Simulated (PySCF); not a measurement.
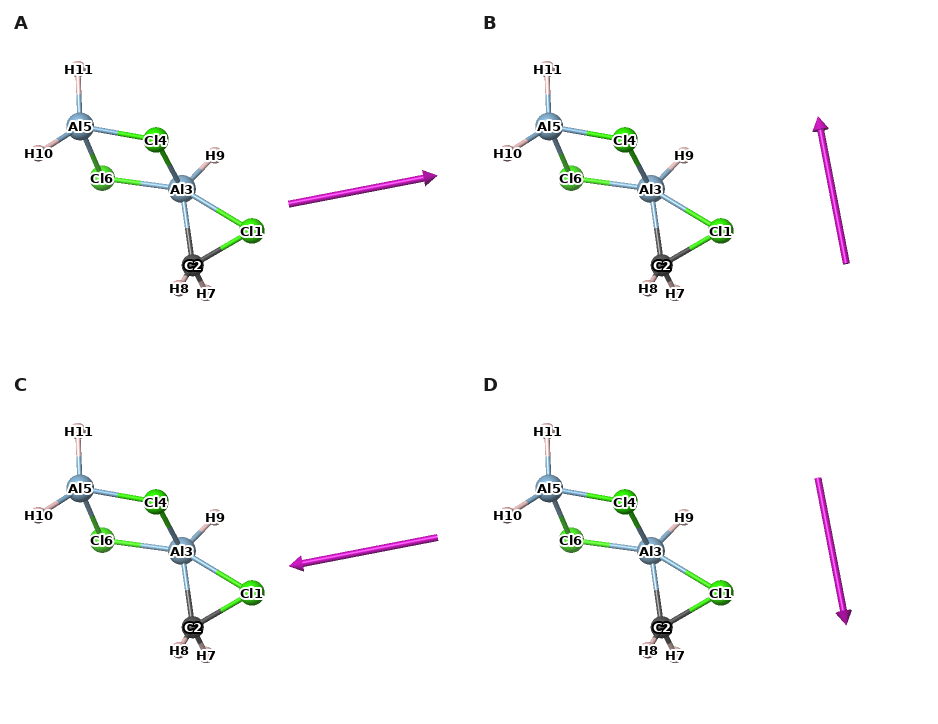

The same molecule four times, each with an arrow. The geometry was computed by an optimisation with GFN2-xTB. No frequency run is at hand to confirm it as a minimum. Level of theory: CAM-B3LYP/def2-SVPD, gas phase (PySCF 2.14.0).

Question: Which arrow points along the dipole moment, from the negative to the positive end?

Answer: D. The dipole moment is 2.02 D; it points from the side of H11 to the side of H7, H8 (the outermost atoms at the two ends).

The geometry is semi-empirical. Around Al such bond lengths and angles can be off by a tenth of an ångström or more and by several degrees, and values that hang on the shape move with them.
